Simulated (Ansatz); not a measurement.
# In(H2O)F3 (F3H2InO): a short trajectory

Aim: follow In(H2O)F3 (F3H2InO) for 15 steps at constant energy (1000 K) and see how far bonds stretch and how energy moves between motion and potential.

Method: BLYP/def2-SVP with D3(BJ) with three-body dispersion; program: Ansatz 0.2.0, Gaussian basis.

2 further runs of the same task are left out: 1 that didn't finish, 1 set aside as unsound or not needed. Runs told in other sessions of the task aren't counted.

**1. The geometry**

An earlier PBE0-D4/def2-SVP relaxation fixed the geometry. In takes the def2 core potential; no spin-orbit term is included.

7 atoms, charge 0, spin multiplicity 1.

Atoms are counted from 1 here; the program's logs count them from 0.

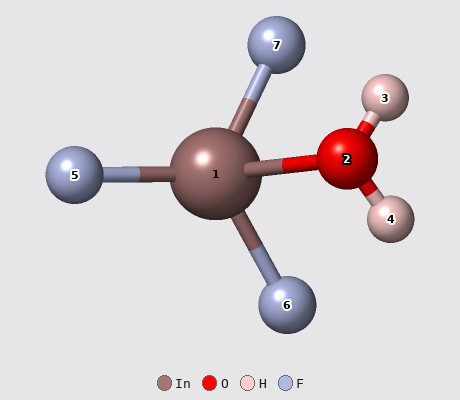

The structure; indium brown, oxygen red, hydrogen pink, fluorine light blue; atoms are numbered from 1 in the order of the file.

**2. The run**

File in.yaml:

```yaml
crystal:
  periodic: [false, false, false]
  atoms:
    - {symbol: In, position_ang: [0.198456, -0.065891, -0.969696]}
    - {symbol: O, position_ang: [0.198785, 0.045475, 1.302913]}
    - {symbol: H, position_ang: [-0.420195, -0.666238, 1.533082]}
    - {symbol: H, position_ang: [-0.281919, 0.875231, 1.455699]}
    - {symbol: F, position_ang: [1.949741, -0.275227, -1.776070]}
    - {symbol: F, position_ang: [-0.661578, 1.690661, -0.852394]}
    - {symbol: F, position_ang: [-0.983280, -1.604011, -0.693524]}
basis:
  gaussian: {orbitals: def2-SVP}
hamiltonian: {xc: {name: BLYP}, dispersion: d3bjatm}
md: {timestep: 0.5 fs, n_steps: 15, ensemble: nve, temperature: 1000, initial_velocities: maxwell_boltzmann, seed: 37}
scf: {omitted_lower_state_checks: [starts]}
```

Run with:

```sh
> ansatz run in.yaml --threads 4 --pin off --events-out ev --progress --plain --max-ram 3916MiB
```

The program printed:

```text
Functional definition: BLYP
  name "BLYP"
  cite "Becke, Phys. Rev. A 38, 3098 (1988) doi:10.1103/PhysRevA.38.3098"
  cite "Lee, Yang & Parr, Phys. Rev. B 37, 785 (1988) doi:10.1103/PhysRevB.37.785"
  parameter beta = 0.0042
  parameter a = 0.04918
  parameter b = 0.132
  parameter c = 0.2533
  parameter d = 0.349
  exchange = b88_x(beta = beta)
  correlation = lyp_c(a = a, b = b, c = c, d = d)
these checks for a lower state are left out or cut short: starts
1019 factors; their error is unknown
mean field evaluation 1: about -15384.2103 eV, gradient 8.5e1 eV
mean field evaluation 2: about -15322.8372 eV, gradient 2.1e2 eV
mean field evaluation 4: about -15395.8494 eV, gradient 1.4e1 eV
mean field evaluation 8: about -15396.1598 eV, gradient 2.0e-1 eV
mean field evaluation 16: about -15396.1207 eV, gradient 4.9e-5 eV
mean field -15396.12073597 eV, -565.7970011816 hartree, gradient 4.9e-5 eV, S^2 0.000000; 0 other end points of the search recorded, 0 dependent functions left out
the calculation of the forces begins
reference -15396.12109679 eV, -565.7970144412 hartree; 29, 29 occupied and 63, 63 virtual orbitals, 1019 factors
md step     0: t =     0.00 fs  T =  1000.0 K  F+E_penalty+E_count = -15396.33976674 eV  E_kin = 0.646300 eV  conserved = -15395.69346674 eV  (25 SCF iters)
these checks for a lower state are left out or cut short: starts, cluster_reference, orbital_swaps, neighbouring_geometries, increment
1019 factors; their error is unknown
mean field -15396.09666131 eV, -565.7961164541 hartree, gradient 1.7e-5 eV, S^2 0.000000; 0 other end points of the search recorded, 0 dependent functions left out
the calculation of the forces begins
reference -15396.09702200 eV, -565.7961297091 hartree; 29, 29 occupied and 63, 63 virtual orbitals, 1019 factors
md step     1: t =     0.50 fs  T =   963.9 K  F+E_penalty+E_count = -15396.31580508 eV  E_kin = 0.622984 eV  conserved = -15395.69282136 eV  (30 SCF iters)
these checks for a lower state are left out or cut short: starts, cluster_reference, orbital_swaps, neighbouring_geometries, increment
1019 factors; their error is unknown
mean field -15396.03994533 eV, -565.7940321803 hartree, gradient 1.8e-5 eV, S^2 0.000000; 0 other end points of the search recorded, 0 dependent functions left out
the calculation of the forces begins
reference -15396.04030593 eV, -565.7940454321 hartree; 29, 29 occupied and 63, 63 virtual orbitals, 1019 factors
md step     2: t =     1.00 fs  T =   879.7 K  F+E_penalty+E_count = -15396.25917920 eV  E_kin = 0.568528 eV  conserved = -15395.69065151 eV  (29 SCF iters)
these checks for a lower state are left out or cut short: starts, cluster_reference, orbital_swaps, neighbouring_geometries, increment
1019 factors; their error is unknown
mean field evaluation 32: about -15396.0208 eV, gradient 1.3e0 eV
mean field -15395.98444585 eV, -565.7919926118 hartree, gradient 1.8e-5 eV, S^2 0.000000; 0 other end points of the search recorded, 0 dependent functions left out
the calculation of the forces begins
reference -15395.98480641 eV, -565.7920058622 hartree; 29, 29 occupied and 63, 63 virtual orbitals, 1019 factors
md step     3: t =     1.50 fs  T =   797.4 K  F+E_penalty+E_count = -15396.20374124 eV  E_kin = 0.515378 eV  conserved = -15395.68836359 eV  (30 SCF iters)
these checks for a lower state are left out or cut short: starts, cluster_reference, orbital_swaps, neighbouring_geometries, increment
1019 factors; their error is unknown
mean field -15395.96467596 eV, -565.7912660820 hartree, gradient 1.8e-5 eV, S^2 0.000000; 0 other end points of the search recorded, 0 dependent functions left out
the calculation of the forces begins
reference -15395.96503652 eV, -565.7912793323 hartree; 29, 29 occupied and 63, 63 virtual orbitals, 1019 factors
md step     4: t =     2.00 fs  T =   767.8 K  F+E_penalty+E_count = -15396.18400137 eV  E_kin = 0.496217 eV  conserved = -15395.68778468 eV  (30 SCF iters)
these checks for a lower state are left out or cut short: starts, cluster_reference, orbital_swaps, neighbouring_geometries, increment
1019 factors; their error is unknown
mean field -15395.98956585 eV, -565.7921807684 hartree, gradient 1.7e-5 eV, S^2 0.000000; 0 other end points of the search recorded, 0 dependent functions left out
the calculation of the forces begins
reference -15395.98992644 eV, -565.7921940197 hartree; 29, 29 occupied and 63, 63 virtual orbitals, 1019 factors
md step     5: t =     2.50 fs  T =   804.1 K  F+E_penalty+E_count = -15396.20889090 eV  E_kin = 0.519693 eV  conserved = -15395.68919743 eV  (30 SCF iters)
these checks for a lower state are left out or cut short: starts, cluster_reference, orbital_swaps, neighbouring_geometries, increment
1019 factors; their error is unknown
mean field -15396.03820153 eV, -565.7939680968 hartree, gradient 1.7e-5 eV, S^2 0.000000; 0 other end points of the search recorded, 0 dependent functions left out
the calculation of the forces begins
reference -15396.03856216 eV, -565.7939813496 hartree; 29, 29 occupied and 63, 63 virtual orbitals, 1019 factors
md step     6: t =     3.00 fs  T =   876.3 K  F+E_penalty+E_count = -15396.25750208 eV  E_kin = 0.566380 eV  conserved = -15395.69112231 eV  (30 SCF iters)
these checks for a lower state are left out or cut short: starts, cluster_reference, orbital_swaps, neighbouring_geometries, increment
1019 factors; their error is unknown
mean field evaluation 64: about -15396.0805 eV, gradient 3.1e-4 eV
mean field -15396.08050148 eV, -565.7955225913 hartree, gradient 1.8e-5 eV, S^2 0.000000; 0 other end points of the search recorded, 0 dependent functions left out
the calculation of the forces begins
reference -15396.08086214 eV, -565.7955358451 hartree; 29, 29 occupied and 63, 63 virtual orbitals, 1019 factors
md step     7: t =     3.50 fs  T =   940.1 K  F+E_penalty+E_count = -15396.29976442 eV  E_kin = 0.607587 eV  conserved = -15395.69217785 eV  (30 SCF iters)
these checks for a lower state are left out or cut short: starts, cluster_reference, orbital_swaps, neighbouring_geometries, increment
1019 factors; their error is unknown
mean field -15396.09793599 eV, -565.7961632977 hartree, gradient 1.8e-5 eV, S^2 0.000000; 0 other end points of the search recorded, 0 dependent functions left out
the calculation of the forces begins
reference -15396.09829665 eV, -565.7961765515 hartree; 29, 29 occupied and 63, 63 virtual orbitals, 1019 factors
md step     8: t =     4.00 fs  T =   967.0 K  F+E_penalty+E_count = -15396.31716215 eV  E_kin = 0.624994 eV  conserved = -15395.69216818 eV  (30 SCF iters)
these checks for a lower state are left out or cut short: starts, cluster_reference, orbital_swaps, neighbouring_geometries, increment
1019 factors; their error is unknown
mean field -15396.08802094 eV, -565.7957989263 hartree, gradient 1.8e-5 eV, S^2 0.000000; 0 other end points of the search recorded, 0 dependent functions left out
the calculation of the forces begins
reference -15396.08838155 eV, -565.7958121783 hartree; 29, 29 occupied and 63, 63 virtual orbitals, 1019 factors
md step     9: t =     4.50 fs  T =   952.6 K  F+E_penalty+E_count = -15396.30722439 eV  E_kin = 0.615637 eV  conserved = -15395.69158706 eV  (30 SCF iters)
these checks for a lower state are left out or cut short: starts, cluster_reference, orbital_swaps, neighbouring_geometries, increment
1019 factors; their error is unknown
mean field -15396.05800617 eV, -565.7946959039 hartree, gradient 1.8e-5 eV, S^2 0.000000; 0 other end points of the search recorded, 0 dependent functions left out
the calculation of the forces begins
reference -15396.05836668 eV, -565.7947091524 hartree; 29, 29 occupied and 63, 63 virtual orbitals, 1019 factors
md step    10: t =     5.00 fs  T =   907.2 K  F+E_penalty+E_count = -15396.27720913 eV  E_kin = 0.586326 eV  conserved = -15395.69088298 eV  (30 SCF iters)
these checks for a lower state are left out or cut short: starts, cluster_reference, orbital_swaps, neighbouring_geometries, increment
1019 factors; their error is unknown
mean field -15396.01820857 eV, -565.7932333689 hartree, gradient 1.8e-5 eV, S^2 0.000000; 0 other end points of the search recorded, 0 dependent functions left out
the calculation of the forces begins
reference -15396.01856895 eV, -565.7932466127 hartree; 29, 29 occupied and 63, 63 virtual orbitals, 1019 factors
md step    11: t =     5.50 fs  T =   846.7 K  F+E_penalty+E_count = -15396.23743280 eV  E_kin = 0.547218 eV  conserved = -15395.69021485 eV  (30 SCF iters)
these checks for a lower state are left out or cut short: starts, cluster_reference, orbital_swaps, neighbouring_geometries, increment
1019 factors; their error is unknown
mean field evaluation 96: about -15396.0207 eV, gradient 3.5e-3 eV
mean field -15395.97913888 eV, -565.7917975844 hartree, gradient 1.8e-5 eV, S^2 0.000000; 0 other end points of the search recorded, 0 dependent functions left out
the calculation of the forces begins
reference -15395.97949912 eV, -565.7918108230 hartree; 29, 29 occupied and 63, 63 virtual orbitals, 1019 factors
md step    12: t =     6.00 fs  T =   787.3 K  F+E_penalty+E_count = -15396.19839671 eV  E_kin = 0.508824 eV  conserved = -15395.68957260 eV  (30 SCF iters)
these checks for a lower state are left out or cut short: starts, cluster_reference, orbital_swaps, neighbouring_geometries, increment
1019 factors; their error is unknown
mean field -15395.95108160 eV, -565.7907664983 hartree, gradient 1.8e-5 eV, S^2 0.000000; 0 other end points of the search recorded, 0 dependent functions left out
the calculation of the forces begins
reference -15395.95144170 eV, -565.7907797317 hartree; 29, 29 occupied and 63, 63 virtual orbitals, 1019 factors
md step    13: t =     6.50 fs  T =   744.8 K  F+E_penalty+E_count = -15396.17037199 eV  E_kin = 0.481380 eV  conserved = -15395.68899207 eV  (30 SCF iters)
these checks for a lower state are left out or cut short: starts, cluster_reference, orbital_swaps, neighbouring_geometries, increment
1019 factors; their error is unknown
mean field -15395.94309576 eV, -565.7904730241 hartree, gradient 1.8e-5 eV, S^2 0.000000; 0 other end points of the search recorded, 0 dependent functions left out
the calculation of the forces begins
reference -15395.94345574 eV, -565.7904862530 hartree; 29, 29 occupied and 63, 63 virtual orbitals, 1019 factors
md step    14: t =     7.00 fs  T =   733.0 K  F+E_penalty+E_count = -15396.16240878 eV  E_kin = 0.473721 eV  conserved = -15395.68868800 eV  (30 SCF iters)
these checks for a lower state are left out or cut short: starts, cluster_reference, orbital_swaps, neighbouring_geometries, increment
1019 factors; their error is unknown
mean field -15395.95962525 eV, -565.7910804718 hartree, gradient 1.8e-5 eV, S^2 0.000000; 0 other end points of the search recorded, 0 dependent functions left out
the calculation of the forces begins
reference -15395.95998512 eV, -565.7910936965 hartree; 29, 29 occupied and 63, 63 virtual orbitals, 1019 factors
these checks for a lower state are left out or cut short: starts
1019 factors; their error is unknown
mean field -15395.95962525 eV, -565.7910804718 hartree, gradient 1.8e-5 eV, S^2 0.000000; 0 other end points of the search recorded, 0 dependent functions left out
the calculation of the forces begins
reference -15395.95998512 eV, -565.7910936965 hartree; 29, 29 occupied and 63, 63 virtual orbitals, 1019 factors
md step    15: t =     7.50 fs  T =   758.1 K  F+E_penalty+E_count = -15396.17895119 eV  E_kin = 0.489984 eV  conserved = -15395.68896722 eV  (12 SCF iters)
Total energy: -15396.17931105 eV, -565.7991537760 hartree
Atom 0 at     0.190426    -0.054001    -0.965511 Å, force     1.076723     0.719906    -0.804008 eV/Å
Atom 1 at     0.168783    -0.009257     1.330198 Å, force     0.297657     3.725695     0.005875 eV/Å
Atom 2 at    -0.549332    -0.631191     1.333414 Å, force    -1.489047    -1.305716     0.247183 eV/Å
Atom 3 at    -0.302931     0.941933     1.352978 Å, force     1.042932    -2.319454     0.074507 eV/Å
Atom 4 at     1.973088    -0.339038    -1.817623 Å, force    -0.469970     0.141002     0.220122 eV/Å
Atom 5 at    -0.673036     1.757727    -0.864844 Å, force     0.143541    -0.345966     0.110428 eV/Å
Atom 6 at    -0.913405    -1.638430    -0.671744 Å, force    -0.601837    -0.615468     0.145893 eV/Å
Dipole moment:    -0.294386     0.133721     0.581786 e Å
Checks for a lower state left out: starts
```

Wall time 13 s (4 threads of Arm Neoverse V2, shared host).

**3. The trajectory**

Step by step, with energies from the first frame:

```csv
time (fs),T (K),potential (meV),conserved (meV),O2–H4 (Å)
0.0,1000,0.0,0.00,0.971
0.5,964,24.0,0.65,0.946
1.0,880,80.6,2.81,0.926
1.5,797,136.0,5.10,0.915
2.0,768,155.8,5.68,0.914
2.5,804,130.9,4.27,0.924
3.0,876,82.3,2.34,0.943
3.5,940,40.0,1.29,0.968
4.0,967,22.6,1.30,0.995
4.5,953,32.5,1.88,1.021
5.0,907,62.6,2.58,1.044
5.5,847,102.3,3.25,1.062
6.0,787,141.4,3.89,1.073
6.5,745,169.4,4.47,1.076
7.0,733,177.4,4.78,1.073
7.5,758,160.8,4.50,1.062
```

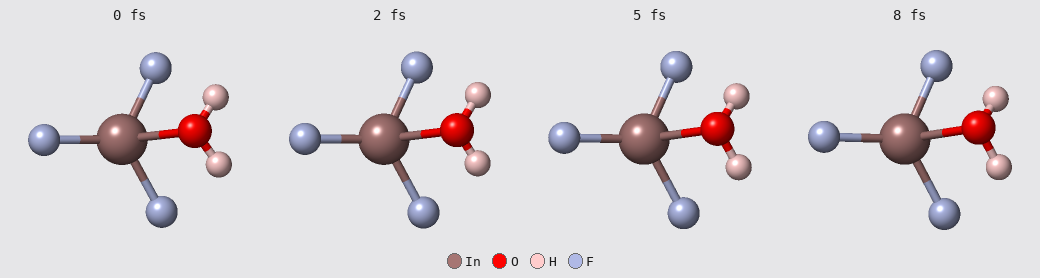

Four frames; sticks are those of the first frame.

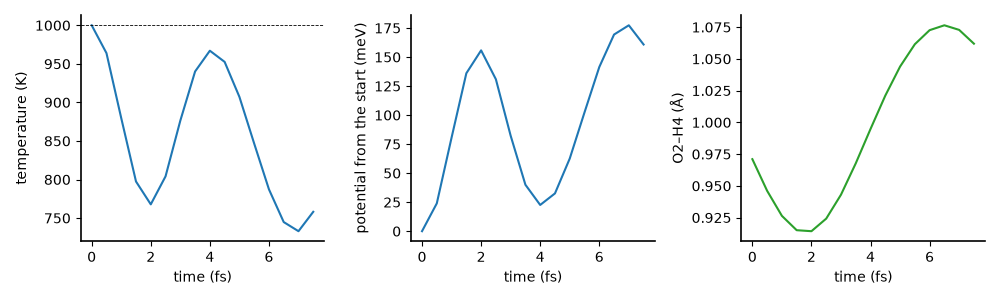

Temperature (the set value dashed), potential energy and the bond that swings most.

Positions (Å) and forces (eV/Å) at 7.5 fs:

```xyz
7

In    0.190   -0.054   -0.966    1.077    0.720   -0.804
O     0.169   -0.009    1.330    0.298    3.726    0.006
H    -0.549   -0.631    1.333   -1.489   -1.306    0.247
H    -0.303    0.942    1.353    1.043   -2.319    0.075
F     1.973   -0.339   -1.818   -0.470    0.141    0.220
F    -0.673    1.758   -0.865    0.144   -0.346    0.110
F    -0.913   -1.638   -0.672   -0.602   -0.615    0.146
```

**4. What came out**

| quantity | value |
| --- | --- |
| length | 15 steps of 0.5 fs |
| temperature, first and last frame | 1000, 758 K |
| temperature, second half | mean 837 K, from 733 to 967 K |
| swing of the potential | 177 meV |
| largest change of the conserved energy | 5.68 meV |
| range of O2–H4 | 0.914 to 1.076 Å |

The temperature starts at 1000 K and ranges from 733 to 1000 K; in so small a system it swings widely. The conserved energy moves by 5.68 meV, 3.2 % of the potential's swing. O2–H4 swings most, by 0.16 Å; no bond breaks. A run of 8 fs gives no averages.
